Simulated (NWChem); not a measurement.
# One shape, several levels: BSi2NH7F (SMILES FBN([SiH3])[SiH3])

Wanted: a comparison of 3 runs (HF/STO-3G, HF/3-21G, B3LYP/6-31G*) of BSi2NH7F. 

The calculation is run with NWChem 7.3.0.

## 1. The molecule

BSi2NH7F has 12 atoms, charge 0, and is taken as a singlet. SMILES: `FBN([SiH3])[SiH3]`. Geometry: relaxed at PBE0-D4/def2-TZVP. This is one conformer, not always the lowest.

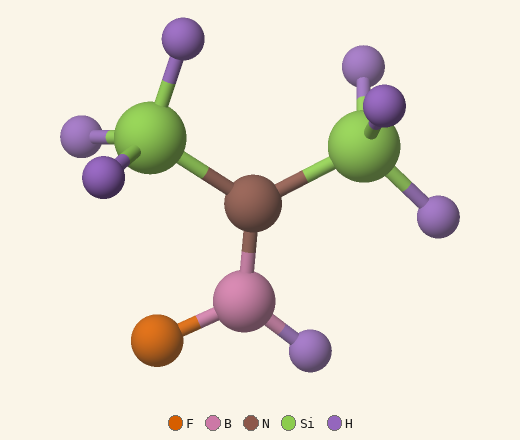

The structure, seen from a chosen angle (fluorine orange, boron pink, nitrogen brown, silicon green, hydrogen purple).

## 2. Energy and gradient at HF/STO-3G (run 1)

Input file run.py:

```python
from ase import Atoms
from ase.calculators.nwchem import NWChem

atoms = Atoms(['F', 'B', 'N', 'Si', 'Si', 'H', 'H', 'H', 'H', 'H', 'H', 'H'], positions=[
    [0.720900, 2.419900, 0.530000],
    [0.041000, 1.356000, 0.975300],
    [-0.006300, 0.201600, 0.169300],
    [-0.873200, -1.231200, 0.674800],
    [0.824900, 0.204100, -1.381100],
    [-0.495200, 1.440300, 2.040700],
    [0.057300, -2.386900, 0.743700],
    [-1.941400, -1.549900, -0.306900],
    [-1.467800, -0.977000, 2.008100],
    [0.272200, 1.248000, -2.276600],
    [0.586100, -1.136500, -1.976900],
    [2.281400, 0.411600, -1.200500],
])

calc = NWChem(
    label='bfh7nsi2',
    theory='scf',
    memory='2200 mb',
    basis='STO-3G',
    basispar='spherical bse',
    scf={'nopen': '0', 'rhf': None, 'thresh': '1e-08', 'maxiter': '80'},
)
atoms.calc = calc

forces = atoms.get_forces()
print("Total energy (eV):", round(atoms.get_potential_energy(), 6))
print("forces (eV/A):")
for s, f in zip(atoms.symbols, forces):
    print(f"{s:2s} {f[0]:10.5f} {f[1]:10.5f} {f[2]:10.5f}")
print("dipole (e A):", atoms.get_dipole_moment().round(4))
```

The run is started by

```sh
$ export ASE_NWCHEM_COMMAND="nwchem PREFIX.nwi > PREFIX.nwo"
$ python run.py
```

What it wrote:

```text
Total energy (eV): -20451.560702
forces (eV/A):
F    -0.56816   -0.88790    0.37554
B     0.23886    0.43205   -0.11848
N     0.00992    0.51175    0.37487
Si   -0.79663   -1.12625    0.62056
Si    0.53757   -0.21890   -1.17268
H     0.40402   -0.19674   -0.90343
H    -1.02968    1.26863   -0.07333
H     1.17489    0.34664    1.08346
H     0.61192   -0.38829   -1.47401
H     0.62545   -1.11056    0.94586
H     0.34957    1.57033    0.56554
H    -1.55783   -0.20075   -0.22389
dipole (e A): [-0.0512 -0.3043 -0.1407]
```

The calculator wrote bfh7nsi2.nwi:

```
title "bfh7nsi2"

permanent_dir bfh7nsi2

scratch_dir bfh7nsi2

start bfh7nsi2

geometry units angstrom nocenter noautosym noautoz
  F  7.2089999999999999e-01 2.4199000000000002e+00 5.3000000000000003e-01
  B  4.1000000000000002e-02 1.3560000000000001e+00 9.7529999999999994e-01
  N  -6.3000000000000000e-03 2.0160000000000000e-01 1.6930000000000001e-01
  Si -8.7319999999999998e-01 -1.2312000000000001e+00 6.7479999999999996e-01
  Si 8.2489999999999997e-01 2.0410000000000000e-01 -1.3811000000000000e+00
  H  -4.9519999999999997e-01 1.4402999999999999e+00 2.0407000000000002e+00
  H  5.7299999999999997e-02 -2.3868999999999998e+00 7.4370000000000003e-01
  H  -1.9414000000000000e+00 -1.5499000000000001e+00 -3.0690000000000001e-01
  H  -1.4678000000000000e+00 -9.7699999999999998e-01 2.0081000000000002e+00
  H  2.7220000000000000e-01 1.2480000000000000e+00 -2.2766000000000002e+00
  H  5.8609999999999995e-01 -1.1365000000000001e+00 -1.9769000000000001e+00
  H  2.2814000000000001e+00 4.1160000000000002e-01 -1.2004999999999999e+00
end

memory 2200 mb

basis spherical bse noprint
   * library STO-3G
end

scf
  nopen 0
  rhf
  thresh 1e-08
  maxiter 80
end

task scf gradient
```

bfh7nsi2.nwo (excerpt; [...] marks lines left out):

```text
[...]
      One-electron energy =  -1605.921360527211
[... 1 line left out ...]
 Nuclear repulsion energy =    280.924191055723
[... 46 lines left out ...]
                       ROHF Final Molecular Orbital Analysis
[... 226 lines left out ...]
     1   1 0 0     -0.096684      0.000000      9.950163
[...]
  wavefunction    =   RHF
                         RHF ENERGY GRADIENTS
    atom               coordinates                        gradient
                 x          y          z           x          y          z
   1 F       1.362303   4.572948   1.001555    0.011049   0.017267  -0.007303
   2 B       0.077479   2.562468   1.843050   -0.004645  -0.008402   0.002304
   3 N      -0.011905   0.380969   0.319931   -0.000193  -0.009952  -0.007290
[... 8 lines of this table left out ...]
  12 H       4.311221   0.777811  -2.268616    0.030295   0.003904   0.004354
[...]
```

It took 4.8 s on 1 thread of AMD EPYC 9R45 (Zen 5), shared host; peak memory 0.098 GiB.

## 3. Energy and forces at HF/3-21G (run 2)

Input file bfh7nsi2.nw:

```
start bfh7nsi2
title "BFH7NSi2"
memory stack 880 mb heap 220 mb global 1100 mb
geometry units au noautosym nocenter noautoz
 F      1.36230356     4.57294825     1.00155485
 B      0.07747877     2.56246862     1.84304989
 N     -0.01190527     0.38096879     0.31993063
 Si    -1.65010885    -2.32663080     1.27518719
 Si     1.55883508     0.38569310    -2.60990075
 H     -0.93579238     2.72177254     3.85636410
 H      0.10828131    -4.51058729     1.40538932
 H     -3.66871430    -2.92888652    -0.57995695
 H     -2.77374001    -1.84626242     3.79475903
 H      0.51438345     2.35837820    -4.30215050
 H      1.10756848    -2.14767374    -3.73579958
 H      4.31122118     0.77781127    -2.26861621
end
basis spherical bse
 * library 3-21G
end
scf
 thresh 1e-08
 maxiter 80
 print low
end
task scf gradient
```

The run is started by

```sh
$ nwchem bfh7nsi2.nw > bfh7nsi2.out
```

What it wrote:

```text
[...]
  functions       =    67
[...]
  wavefunction    = RHF
[...]
         Total SCF energy =   -756.597113007073
      One-electron energy =  -1607.026028909414
      Two-electron energy =    569.504744997868
 Nuclear repulsion energy =    280.924170904473
        Time for solution =      3.6s
[...]
                         RHF ENERGY GRADIENTS
    atom               coordinates                        gradient
                 x          y          z           x          y          z
   1 F       1.362304   4.572948   1.001555   -0.012139  -0.019409   0.007586
   2 B       0.077479   2.562469   1.843050    0.014019   0.010245  -0.018158
   3 N      -0.011905   0.380969   0.319931    0.000754  -0.002359  -0.003216
   4 Si     -1.650109  -2.326631   1.275187    0.007661   0.010956  -0.005825
   5 Si      1.558835   0.385693  -2.609901   -0.008047  -0.003541   0.012239
   6 H      -0.935792   2.721773   3.856364   -0.002766   0.000014   0.005125
   7 H       0.108281  -4.510587   1.405389    0.000801   0.001157  -0.000969
   8 H      -3.668714  -2.928887  -0.579957    0.001057   0.001055  -0.000806
   9 H      -2.773740  -1.846262   3.794759    0.000738   0.001633  -0.000085
  10 H       0.514383   2.358378  -4.302151   -0.000749   0.000362   0.001479
  11 H       1.107568  -2.147674  -3.735800   -0.000716  -0.000399   0.001069
[...]
```

Wall time 5.1 s (1 thread of AMD EPYC 9R45 (Zen 5), shared host); peak memory 0.099 GiB.

## 4. Energy and forces at B3LYP/6-31G(d) (Cartesian functions) (run 3)

Input file bfh7nsi2.nw:

```
echo
start bfh7nsi2
title "BFH7NSi2"
memory stack 880 mb heap 220 mb global 1100 mb

geometry noautosym nocenter noautoz
  F     0.720900    2.419900    0.530000
  B     0.041000    1.356000    0.975300
  N    -0.006300    0.201600    0.169300
  Si   -0.873200   -1.231200    0.674800
  Si    0.824900    0.204100   -1.381100
  H    -0.495200    1.440300    2.040700
  H     0.057300   -2.386900    0.743700
  H    -1.941400   -1.549900   -0.306900
  H    -1.467800   -0.977000    2.008100
  H     0.272200    1.248000   -2.276600
  H     0.586100   -1.136500   -1.976900
  H     2.281400    0.411600   -1.200500
end

basis cartesian
  * library 6-31G*
end

dft
  xc b3lyp
  mult 1
  grid fine
  convergence energy 1e-08
  maxiter 100
  mulliken
  noprint "final vectors analysis"
end

task dft gradient
```

The run is started by

```sh
$ nwchem bfh7nsi2.nw > bfh7nsi2.out
```

What it wrote (excerpt; [...] marks lines left out):

```text
[...]
          Wavefunction type:  closed shell.
          No. of atoms     :    12
          No. of electrons :    56
[...]
          Charge           :     0
          Spin multiplicity:     1
[...]
          AO basis - number of functions:    97
[...]
              XC Information
              --------------
                         B3LYP Method XC Potential
                     Hartree-Fock (Exact) Exchange  0.200
                        Slater Exchange Functional  0.800 local
                    Becke 1988 Exchange Functional  0.720 non-local
              Lee-Yang-Parr Correlation Functional  0.810
                  VWN I RPA Correlation Functional  0.190 local
[...]
 d= 0,ls=0.0,diis     1   -762.6878236166 -1.04D+03  1.21D-02  7.61D-01     2.9
[...]
 d= 0,ls=0.0,diis     8   -762.7712715166 -1.96D-09  3.13D-06  1.62D-07    18.8
         Total DFT energy =     -762.771271516588
      One electron energy =    -1612.840475317439
           Coulomb energy =      635.193920154949
    Exchange-Corr. energy =      -66.048907409822
 Nuclear repulsion energy =      280.924191055724
[...]
      Total Density - Mulliken Population Analysis
     ---------------------------------------------
[...]
  wavefunction    = closed shell
                         DFT ENERGY GRADIENTS
    atom               coordinates                        gradient
                 x          y          z           x          y          z
   1 F       1.362303   4.572948   1.001555   -0.002473  -0.004411   0.001160
   2 B       0.077479   2.562468   1.843050    0.001724  -0.001635  -0.004395
   3 N      -0.011905   0.380969   0.319931    0.000896   0.000498  -0.001322
   4 Si     -1.650109  -2.326631   1.275187    0.003171   0.004850  -0.002184
   5 Si      1.558835   0.385693  -2.609901   -0.002975  -0.000993   0.004786
   6 H      -0.935792   2.721772   3.856364   -0.000251  -0.000174   0.000292
   7 H       0.108281  -4.510587   1.405389    0.000376   0.000924  -0.000454
   8 H      -3.668714  -2.928886  -0.579957    0.000716   0.000790  -0.000256
   9 H      -2.773740  -1.846262   3.794759    0.000357   0.000605  -0.000172
  10 H       0.514383   2.358378  -4.302150   -0.000395  -0.000152   0.000961
  11 H       1.107568  -2.147674  -3.735799   -0.000490  -0.000245   0.000755
[...]
```

It took 26 s on 1 thread of AMD EPYC 9R45 (Zen 5), shared host; peak memory 0.13 GiB.

## 5. Overview of the runs

```csv
run,level,Cartesian functions,iteration cap,energy (Eh),dipole moment (D),largest force (eV/Å),wall time
1,HF/STO-3G,no,80,-751.580999,1.63,1.705,4.8 s
2,HF/3-21G,no,80,-756.597113,–,1.292,5.1 s
3,B3LYP/6-31G* (Cartesian functions),yes,100,-762.771272,1.19,0.318,26 s
```

## 6. Results

| quantity | value |
| --- | --- |
| run 3: total energy | -762.77127 Eh |
| run 3: dipole moment | 1.19 D |
| run 3: largest force on an atom | 0.318 eV/Å |

In words: In run 1 the basis is minimal, so the values are rough. All runs together took 36 s, the longest 26 s.
